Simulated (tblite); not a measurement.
# Geometry relaxation, with input and output: C2H7FSi2

C2H7FSi2, SMILES C=C[SiH2][SiH2]F, computed with GFN2-xTB geometry optimisation, gas phase (tblite 0.8.0).

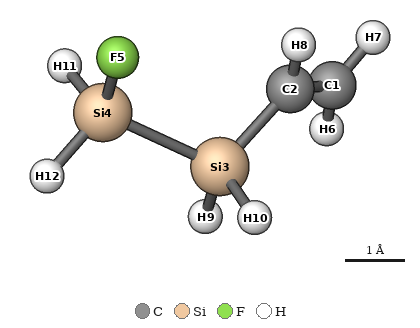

Figure 1. The structure as given in the input (ball-and-stick view, seen at a tilt; atoms are numbered from 1 in the order of the input).

Key numbers

| quantity | value |
| --- | --- |
| outcome | converged |
| total energy | −436.7864 eV |
| hardware | 1 CPU thread, shared host |
| peak memory | 0.18 GiB |

Input
```
{"job": {"xc": "GFN2-xTB", "basis": "xTB", "kind": "relax"}, "charge": 0, "multiplicity": 1}
C      2.392500    -0.321900    -0.441700
C      1.158400     0.235200    -0.402400
Si    -0.131800    -0.142400     0.854700
Si    -2.180600    -0.564300    -0.173100
F     -2.628200     0.669600    -1.070300
H      2.716100    -1.061900     0.275800
H      3.090600    -0.025900    -1.218400
H      0.886300     0.978900    -1.127800
H      0.288100    -1.315100     1.667500
H     -0.259400     1.019400     1.782000
H     -2.092000    -1.780900    -1.032200
H     -3.238900    -0.812300     0.859800
```

The first line tells a small driver script what to run in tblite; the rest is the geometry in Å.

Command:
```bash
OMP_NUM_THREADS=1 python <driver script> task.json out
```

Log
```
step      E/eV     max force
  0    -436.61578    2.138
  1    -436.68715    1.647
  2    -436.72267    0.566
  3    -436.73706    0.485
  4    -436.75435    0.315
  5    -436.75911    0.236
  6    -436.76584    0.253
  7    -436.77071    0.347
  8    -436.77468    0.222
  9    -436.77625    0.106
 10    -436.77697    0.075
 11    -436.77754    0.091
 12    -436.77827    0.090
 13    -436.77902    0.068
 14    -436.77966    0.070
 15    -436.78007    0.055
 16    -436.78029    0.034
 17    -436.78029    0.034
 18    -436.78037    0.028
 19    -436.78059    0.042
 20    -436.78069    0.035
 21    -436.78086    0.029
 22    -436.78092    0.028
 23    -436.78103    0.039
 24    -436.78114    0.043
 25    -436.78125    0.031
 26    -436.78133    0.026
 27    -436.78140    0.026
 28    -436.78148    0.034
 29    -436.78156    0.030
 30    -436.78163    0.019
 31    -436.78168    0.017
 32    -436.78173    0.019
 33    -436.78176    0.022
 34    -436.78180    0.016
 35    -436.78183    0.017
 36    -436.78186    0.021
 37    -436.78191    0.021
 38    -436.78196    0.024
 39    -436.78202    0.024
 40    -436.78207    0.021
 41    -436.78212    0.026
 42    -436.78218    0.028
 43    -436.78228    0.046
 44    -436.78244    0.065
 45    -436.78265    0.070
 46    -436.78285    0.050
 47    -436.78300    0.028
 48    -436.78310    0.028
 49    -436.78322    0.048
 50    -436.78341    0.064
 51    -436.78365    0.060
 52    -436.78389    0.038
 53    -436.78406    0.038
 54    -436.78421    0.039
 55    -436.78439    0.056
 56    -436.78459    0.052
 57    -436.78474    0.049
 58    -436.78484    0.040
 59    -436.78493    0.030
 60    -436.78508    0.026
 61    -436.78525    0.028
 62    -436.78550    0.027
 63    -436.78567    0.041
 64    -436.78576    0.034
 65    -436.78585    0.026
 66    -436.78593    0.022
 67    -436.78600    0.017
 68    -436.78604    0.018
 69    -436.78609    0.027
 70    -436.78615    0.019
 71    -436.78623    0.023
 72    -436.78627    0.013
 73    -436.78628    0.010
 74    -436.78629    0.008
 75    -436.78631    0.010
 76    -436.78633    0.019
 77    -436.78636    0.020
 78    -436.78638    0.012
 79    -436.78639    0.006
 80    -436.78639    0.007
 81    -436.78640    0.009
 82    -436.78641    0.010
 83    -436.78642    0.010
 84    -436.78642    0.009
 85    -436.78643    0.008
 86    -436.78643    0.008
 87    -436.78644    0.005
 88    -436.78644    0.004
```

Trajectory as extended XYZ (Å, eV, eV/Å), 12 frames, from step=0 to step=88
```
12
Properties=species:S:1:pos:R:3:forces:R:3 step=0 energy=-436.61578
C     2.3925   -0.3219   -0.4417   -1.3600   0.8880  -0.3260
C     1.1584    0.2352   -0.4024    2.0130  -0.7170  -0.0580
Si   -0.1318   -0.1424    0.8547   -0.9620  -0.2010   0.8280
Si   -2.1806   -0.5643   -0.1731    0.4240  -1.2740   1.0040
F    -2.6282    0.6696   -1.0703   -0.2850   0.3470  -0.3560
H     2.7161   -1.0619    0.2758   -0.0870   0.1310  -0.1420
H     3.0906   -0.0259   -1.2184    0.0090  -0.1960   0.2190
H     0.8863    0.9789   -1.1278    0.1510   0.1680  -0.3390
H     0.2881   -1.3151    1.6675   -0.0630   0.2740  -0.1510
H    -0.2594    1.0194    1.7820    0.1150  -0.2270  -0.1600
H    -2.0920   -1.7809   -1.0322   -0.2310   0.5610   0.0970
H    -3.2389   -0.8123    0.8598    0.2770   0.2470  -0.6160
12
Properties=species:S:1:pos:R:3:forces:R:3 step=8 energy=-436.77468
C     2.3775   -0.3014   -0.4562    0.1960  -0.1040   0.0100
C     1.1789    0.2503   -0.3950   -0.0420   0.0520  -0.0350
Si   -0.1384   -0.1400    0.8869   -0.0390   0.0020   0.0850
Si   -2.1446   -0.6297   -0.1172   -0.1560  -0.0800  -0.0150
F    -2.6330    0.6036   -1.0409    0.0290   0.0480  -0.0110
H     2.6982   -1.0440    0.2568   -0.0160  -0.0020   0.0260
H     3.1045   -0.0447   -1.2126   -0.0160   0.0000  -0.0230
H     0.9231    0.9810   -1.1516   -0.0340   0.0890  -0.0330
H     0.2904   -1.3003    1.6815    0.0570   0.0370   0.0310
H    -0.2400    1.0167    1.7933    0.0370  -0.0130   0.0040
H    -2.1424   -1.7354   -1.0715   -0.0250  -0.0120  -0.0050
H    -3.2731   -0.7778    0.8005    0.0090  -0.0180  -0.0340
12
Properties=species:S:1:pos:R:3:forces:R:3 step=16 energy=-436.78029
C     2.3804   -0.3026   -0.4577    0.0140  -0.0230   0.0110
C     1.1818    0.2557   -0.3964   -0.0110   0.0060  -0.0120
Si   -0.1432   -0.1415    0.8853    0.0210   0.0030   0.0210
Si   -2.1606   -0.6450   -0.1185    0.0020  -0.0010   0.0080
F    -2.6178    0.6079   -1.0348    0.0140   0.0050   0.0090
H     2.6935   -1.0429    0.2607   -0.0050  -0.0220   0.0020
H     3.1075   -0.0539   -1.2171   -0.0210   0.0140   0.0110
H     0.9283    0.9961   -1.1470   -0.0130   0.0180  -0.0100
H     0.3178   -1.2783    1.6970    0.0130   0.0020  -0.0050
H    -0.2234    1.0135    1.7973   -0.0180   0.0020  -0.0250
H    -2.1654   -1.7428   -1.0839   -0.0130   0.0090   0.0170
H    -3.2975   -0.7880    0.7891    0.0160  -0.0120  -0.0270
12
Properties=species:S:1:pos:R:3:forces:R:3 step=24 energy=-436.78114
C     2.3768   -0.3053   -0.4567    0.0250  -0.0120  -0.0040
C     1.1797    0.2557   -0.3974   -0.0100   0.0090  -0.0020
Si   -0.1397   -0.1423    0.8871   -0.0060   0.0050   0.0290
Si   -2.1545   -0.6442   -0.1165   -0.0370  -0.0220  -0.0040
F    -2.6083    0.6119   -1.0299    0.0140   0.0060   0.0050
H     2.6873   -1.0504    0.2579   -0.0060  -0.0070  -0.0010
H     3.1041   -0.0504   -1.2130    0.0090  -0.0030  -0.0070
H     0.9275    0.9985   -1.1462   -0.0040   0.0140  -0.0010
H     0.3273   -1.2780    1.6970    0.0060   0.0160   0.0010
H    -0.2324    1.0196    1.7889   -0.0020  -0.0070  -0.0090
H    -2.1702   -1.7425   -1.0794    0.0070  -0.0020  -0.0090
H    -3.2963   -0.7944    0.7822    0.0040   0.0030   0.0020
12
Properties=species:S:1:pos:R:3:forces:R:3 step=32 energy=-436.78173
C     2.3737   -0.3084   -0.4588    0.0050  -0.0030  -0.0060
C     1.1787    0.2577   -0.3974   -0.0090   0.0040   0.0060
Si   -0.1409   -0.1426    0.8873    0.0000   0.0020   0.0190
Si   -2.1560   -0.6521   -0.1153   -0.0020  -0.0050   0.0020
F    -2.5912    0.6163   -1.0211   -0.0070  -0.0090   0.0000
H     2.6784   -1.0606    0.2515   -0.0060   0.0030  -0.0070
H     3.1046   -0.0524   -1.2115    0.0000  -0.0040  -0.0060
H     0.9271    1.0071   -1.1402    0.0140   0.0030   0.0030
H     0.3407   -1.2677    1.7028   -0.0050   0.0090   0.0050
H    -0.2426    1.0252    1.7808    0.0000  -0.0090  -0.0060
H    -2.1707   -1.7451   -1.0852   -0.0010   0.0090   0.0020
H    -3.3006   -0.7991    0.7810    0.0110   0.0010  -0.0120
12
Properties=species:S:1:pos:R:3:forces:R:3 step=40 energy=-436.78207
C     2.3704   -0.3128   -0.4637    0.0000  -0.0030   0.0010
C     1.1799    0.2623   -0.3941   -0.0040   0.0010   0.0090
Si   -0.1396   -0.1416    0.8913    0.0100   0.0130   0.0060
Si   -2.1518   -0.6578   -0.1153   -0.0050   0.0040  -0.0030
F    -2.5888    0.6122   -1.0177   -0.0020   0.0070  -0.0070
H     2.6700   -1.0712    0.2421    0.0050  -0.0030  -0.0160
H     3.1006   -0.0575   -1.2177   -0.0040  -0.0080   0.0080
H     0.9355    1.0198   -1.1315   -0.0080  -0.0040   0.0140
H     0.3453   -1.2573    1.7188   -0.0090   0.0130  -0.0140
H    -0.2503    1.0303    1.7783    0.0000  -0.0050  -0.0060
H    -2.1697   -1.7440   -1.0921    0.0090  -0.0050   0.0040
H    -3.3002   -0.8041    0.7755    0.0090  -0.0090   0.0030
12
Properties=species:S:1:pos:R:3:forces:R:3 step=48 energy=-436.78310
C     2.3584   -0.3316   -0.4782    0.0000  -0.0070  -0.0030
C     1.1863    0.2755   -0.3733   -0.0070  -0.0100  -0.0120
Si   -0.1417   -0.1244    0.9037    0.0250   0.0120   0.0010
Si   -2.1382   -0.6629   -0.1240   -0.0080  -0.0070   0.0100
F    -2.5914    0.6062   -1.0197    0.0030  -0.0030   0.0010
H     2.6510   -1.1185    0.1990   -0.0210   0.0040   0.0020
H     3.0845   -0.0784   -1.2370   -0.0160   0.0110   0.0070
H     0.9499    1.0581   -1.0868    0.0190   0.0000   0.0040
H     0.3456   -1.2207    1.7534   -0.0130  -0.0110  -0.0120
H    -0.2729    1.0567    1.7745   -0.0010   0.0080  -0.0030
H    -2.1471   -1.7468   -1.1031    0.0270   0.0000  -0.0070
H    -3.2833   -0.8351    0.7654   -0.0090   0.0030   0.0120
12
Properties=species:S:1:pos:R:3:forces:R:3 step=56 energy=-436.78459
C     2.3281   -0.3657   -0.5040    0.0000   0.0080   0.0070
C     1.1924    0.2966   -0.3458    0.0230   0.0000  -0.0090
Si   -0.1432   -0.0912    0.9254   -0.0090  -0.0120  -0.0500
Si   -2.1150   -0.6769   -0.1252   -0.0060   0.0010  -0.0020
F    -2.5905    0.5878   -1.0161   -0.0070  -0.0030   0.0080
H     2.5941   -1.1997    0.1258   -0.0280   0.0000   0.0060
H     3.0515   -0.1062   -1.2630    0.0010  -0.0070   0.0030
H     0.9944    1.1261   -1.0163   -0.0120   0.0080   0.0010
H     0.3347   -1.1712    1.7985    0.0090  -0.0110   0.0110
H    -0.3072    1.1092    1.7604    0.0150   0.0170   0.0230
H    -2.0758   -1.7458   -1.1213    0.0090   0.0040   0.0220
H    -3.2624   -0.8848    0.7555    0.0030  -0.0060  -0.0190
12
Properties=species:S:1:pos:R:3:forces:R:3 step=64 energy=-436.78576
C     2.3098   -0.3801   -0.5165   -0.0340  -0.0050  -0.0010
C     1.1970    0.3155   -0.3378    0.0190  -0.0090  -0.0070
Si   -0.1424   -0.0717    0.9295   -0.0110   0.0040  -0.0100
Si   -2.1037   -0.6800   -0.1242   -0.0050  -0.0020  -0.0020
F    -2.6029    0.5775   -1.0115   -0.0020  -0.0070  -0.0040
H     2.5378   -1.2421    0.0906    0.0080   0.0150  -0.0050
H     3.0423   -0.1298   -1.2701   -0.0090  -0.0030   0.0170
H     1.0181    1.1700   -0.9820    0.0180  -0.0040   0.0030
H     0.3272   -1.1466    1.8148    0.0180  -0.0020  -0.0050
H    -0.3041    1.1335    1.7582    0.0040   0.0140   0.0190
H    -2.0210   -1.7490   -1.1169   -0.0090   0.0040  -0.0020
H    -3.2569   -0.9189    0.7398    0.0030  -0.0060  -0.0030
12
Properties=species:S:1:pos:R:3:forces:R:3 step=72 energy=-436.78627
C     2.2897   -0.3965   -0.5266   -0.0030   0.0040   0.0010
C     1.2005    0.3292   -0.3267    0.0050  -0.0010  -0.0020
Si   -0.1450   -0.0507    0.9363   -0.0050  -0.0010   0.0000
Si   -2.0953   -0.6855   -0.1257    0.0100   0.0060   0.0050
F    -2.6113    0.5656   -1.0122   -0.0030  -0.0020  -0.0010
H     2.4973   -1.2774    0.0598   -0.0010   0.0020   0.0000
H     3.0266   -0.1479   -1.2759    0.0040  -0.0090   0.0020
H     1.0496    1.2033   -0.9507   -0.0010   0.0050  -0.0020
H     0.3336   -1.1188    1.8258    0.0030  -0.0030  -0.0030
H    -0.3063    1.1573    1.7626   -0.0070   0.0010   0.0010
H    -1.9889   -1.7491   -1.1215   -0.0030  -0.0010  -0.0070
H    -3.2493   -0.9513    0.7289    0.0020   0.0000   0.0060
12
Properties=species:S:1:pos:R:3:forces:R:3 step=80 energy=-436.78639
C     2.2895   -0.3959   -0.5247   -0.0040  -0.0010  -0.0010
C     1.2012    0.3320   -0.3282    0.0050  -0.0010   0.0010
Si   -0.1443   -0.0488    0.9349   -0.0040  -0.0030  -0.0050
Si   -2.0948   -0.6851   -0.1254    0.0030   0.0040  -0.0010
F    -2.6154    0.5632   -1.0131   -0.0030   0.0050   0.0030
H     2.4934   -1.2758    0.0645    0.0000   0.0010   0.0020
H     3.0292   -0.1533   -1.2732   -0.0020   0.0020   0.0010
H     1.0506    1.2053   -0.9536    0.0040   0.0000  -0.0010
H     0.3379   -1.1209    1.8178    0.0000   0.0020   0.0020
H    -0.3090    1.1562    1.7652   -0.0020  -0.0030  -0.0020
H    -1.9913   -1.7470   -1.1235    0.0000  -0.0060  -0.0010
H    -3.2458   -0.9516    0.7332    0.0020  -0.0010   0.0030
12
Properties=species:S:1:pos:R:3:forces:R:3 step=88 energy=-436.78644
C     2.2869   -0.3985   -0.5257    0.0000  -0.0010  -0.0020
C     1.2028    0.3350   -0.3266    0.0030   0.0000   0.0020
Si   -0.1445   -0.0464    0.9341    0.0000   0.0010  -0.0010
Si   -2.0927   -0.6860   -0.1273   -0.0010  -0.0010   0.0000
F    -2.6187    0.5630   -1.0108   -0.0010   0.0000   0.0010
H     2.4862   -1.2811    0.0610   -0.0010  -0.0010   0.0000
H     3.0272   -0.1576   -1.2740    0.0030   0.0020   0.0010
H     1.0579    1.2116   -0.9488    0.0000  -0.0010  -0.0010
H     0.3390   -1.1160    1.8195   -0.0020   0.0010   0.0000
H    -0.3146    1.1582    1.7635    0.0010   0.0010  -0.0010
H    -1.9881   -1.7476   -1.1257   -0.0020   0.0010  -0.0010
H    -3.2401   -0.9563    0.7348   -0.0010  -0.0020   0.0010
```
